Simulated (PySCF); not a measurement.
**C2H6Al (SMILES [CH2][AlH][CH3]) at 6 levels**

Wanted: a comparison of 6 runs (UHF/3-21G, UB3LYP/6-31G*, UPBE0/def2-SVP, UBLYP/6-311+G**, U-r2SCAN/def2-TZVP) of C2H6Al. The job is set up through a Python script.

The results are computed with PySCF 2.14.0.

1 further run of the same task is left out (it didn't finish).

## (1) The structure to begin with

C2H6Al: 9 atoms, total charge 0, spin state doublet. As SMILES, `[CH2][AlH][CH3]`. The coordinates come from a PBE0-D4/def2-TZVP relaxation. This is one conformer, not always the lowest.

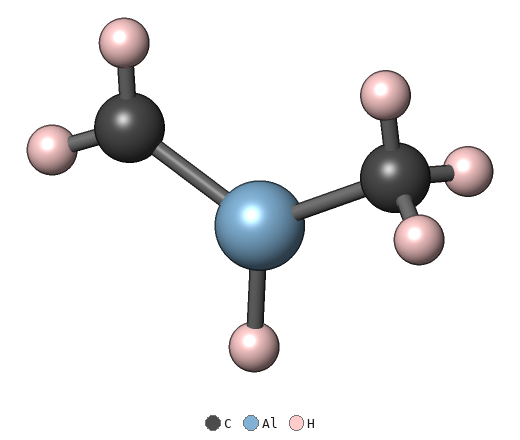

Viewed from a chosen angle; carbon dark grey, aluminium light blue, hydrogen pink.

## (2) Energy and forces at UHF/3-21G (run 1)

File run.py:

```python
# [CH2][AlH][CH3]
from pyscf import gto

system = gto.M(
    atom='''
C     -1.001700     0.881800    -1.329500
Al     0.228900     0.665000     0.139600
C      0.616200    -1.098800     0.880100
H     -1.528100     0.061200    -1.816400
H     -1.257300     1.842300    -1.775500
H      0.918900     1.966700     0.740100
H      0.137400    -1.910400     0.327000
H      1.694000    -1.291300     0.896200
H      0.280100    -1.162700     1.921100
''',
    max_memory=1860,
    verbose=4,
    spin=1,
    basis='3-21g',
)

myscf = system.UHF()
myscf.conv_tol = 1e-10
myscf.kernel()
if not myscf.converged:
    myscf = myscf.newton().run(myscf.mo_coeff, myscf.mo_occ)

etot = myscf.e_tot
print(f'total energy: {etot:.8f} hartree')
grad = myscf.nuc_grad_method().kernel()
myscf.analyze()
```

Started as:

```
$ OMP_NUM_THREADS=1 python run.py
```

Standard output:

```text
PySCF version 2.14.0

[... 107 lines left out ...]
Total Energy =                        -319.345406860487230
[... 2 lines left out ...]
Two-electron Energy =                  209.153535236182535
[... 5 lines left out ...]
MO #1   energy= -58.0454255669322  | -58.0455502517441  occ= 1 | 1
[... 3 lines left out ...]
MO #43  energy= 1.99893090312925   | 1.99954309288124   occ= 0 | 0
[... 71 lines left out ...]
Dipole moment(X, Y, Z, Debye): -0.33320, -0.47954, -0.30807
```

It took 1.1 s on 1 thread of Arm Neoverse V2, shared host; peak memory 0.12 GiB.

## (3) Energy and gradient at UB3LYP/6-31G(d) (spherical functions) (run 2)

File calc.py:

```python
from pyscf import gto, dft

system = gto.M(
    atom='''
C   -1.001700   0.881800  -1.329500
Al   0.228900   0.665000   0.139600
C    0.616200  -1.098800   0.880100
H   -1.528100   0.061200  -1.816400
H   -1.257300   1.842300  -1.775500
H    0.918900   1.966700   0.740100
H    0.137400  -1.910400   0.327000
H    1.694000  -1.291300   0.896200
H    0.280100  -1.162700   1.921100
''',
    verbose=4,
    max_memory=1860,
    charge=0,
    spin=1,
    basis='6-31g*',
)

mf = dft.UKS(system)
mf.xc = 'b3lyp'
mf.grids.level = 5
mf.conv_tol = 1e-10
mf.kernel()
if not mf.converged:
    mf = mf.newton().run(mf.mo_coeff, mf.mo_occ)

energy = mf.e_tot
print('Final energy', energy)
grad = mf.nuc_grad_method().kernel()
mf.analyze()
```

Started as:

```
$ OMP_NUM_THREADS=1 python calc.py
```

Standard output:

```text
PySCF version 2.14.0

[... 58 lines left out ...]
WARN: HOMO -0.22952446764056 >= LUMO -0.229524467640561
[... 57 lines left out ...]
Total Energy =                        -322.194550470027593
[... 2 lines left out ...]
Two-electron Energy =                  208.838426501110177
[... 5 lines left out ...]
MO #1   energy= -56.0120103647152  | -56.011856475885   occ= 1 | 1
[... 3 lines left out ...]
MO #58  energy= 2.2969681580941    | 2.30072616610747   occ= 0 | 0
[... 86 lines left out ...]
Dipole moment(X, Y, Z, Debye): -0.49531, -0.55993, -0.48299
```

Run time: 21 s. Hardware: 1 thread of Arm Neoverse V2, shared host; peak memory 0.61 GiB.

Runs 3 to 5 aren't shown in full; the table further down has their settings and results.

## (4) Energy and forces at U-r2SCAN/def2-TZVP (run 6)

File calc.py:

```python
from pyscf import gto, dft

mol = gto.Mole()
mol.atom = '''
C     -1.892939     1.666360    -2.512391
Al     0.432558     1.256668     0.263806
C      1.164449    -2.076431     1.663148
H     -2.887690     0.115651    -3.432499
H     -2.375953     3.481442    -3.355209
H      1.736469     3.716524     1.398586
H      0.259648    -3.610133     0.617940
H      3.201196    -2.440203     1.693573
H      0.529312    -2.197185     3.630353
'''
mol.verbose = 4
mol.spin = 1
mol.max_memory = 1860
mol.basis = 'def2-tzvp'
mol.unit = 'bohr'
mol.build()

calc0 = dft.UKS(mol)
calc0.xc = 'r2scan'
calc0.grids.level = 5
calc0.conv_tol = 1e-10
calc0.kernel()
if not calc0.converged:
    calc0 = calc0.newton().run(calc0.mo_coeff, calc0.mo_occ)

e_tot = calc0.e_tot
print(f'total energy: {e_tot:.8f} hartree')
grad = calc0.nuc_grad_method().kernel()
dip = calc0.dip_moment()
pop, q = calc0.mulliken_pop()
```

Started as:

```
$ OMP_NUM_THREADS=1 python calc.py
```

Standard output:

```text
PySCF version 2.14.0

[... 106 lines left out ...]
converged SCF energy = -322.148362585864  <S^2> = 0.75559924  2S+1 = 2.0055914
total energy: -322.14836259 hartree
[... 12 lines left out ...]
Dipole moment(X, Y, Z, Debye): -0.42185, -0.55894, -0.40271
[... 11 lines left out ...]
charge of  8H =      0.12508  (     0.43813      0.43679 )
```

It took 2.9 min on 1 thread of Arm Neoverse V2, shared host; peak memory 1.5 GiB.

## (5) All runs side by side

```csv
run,level,integration grid,Cartesian functions,energy (Eh),dipole moment (D),HOMO energy (eV),LUMO energy (eV),wall time
1,UHF/3-21G,–,no,-319.345407,0.66,-10.29,1.05,1.1 s
2,UB3LYP/6-31G* (spherical functions),5,no,-322.194550,0.89,-6.50,-2.83,21 s
3,UB3LYP/6-31G* (Cartesian functions),5,yes,-322.197737,0.89,-6.50,-2.83,23 s
4,UPBE0/def2-SVP,5,no,-321.834930,0.82,-7.07,-2.62,28 s
5,UBLYP/6-311+G**,5,no,-322.168356,0.77,-5.62,-3.95,51 s
6,U-r2SCAN/def2-TZVP,5,no,-322.148363,0.81,-6.27,-3.30,2.9 min
```

## (6) Summary of results

| quantity | value |
| --- | --- |
| run 6: total energy | -322.14836 Eh |
| run 6: dipole moment | 0.81 D |
| run 6: HOMO energy (highest over α and β) | -6.27 eV |
| run 6: LUMO energy (lowest over α and β) | -3.30 eV |
| run 6: ⟨S²⟩ | 0.756 |
| run 6: largest force on an atom | 0.071 eV/Å |

**Reading.** The dipole moment (its size) runs from 0.66 D (UHF/3-21G) to 0.89 D (UB3LYP/6-31G*). The two ends differ in method and basis. Totals of different functionals can't be ranked against each other. All runs together took 5 min, the longest 2.9 min.
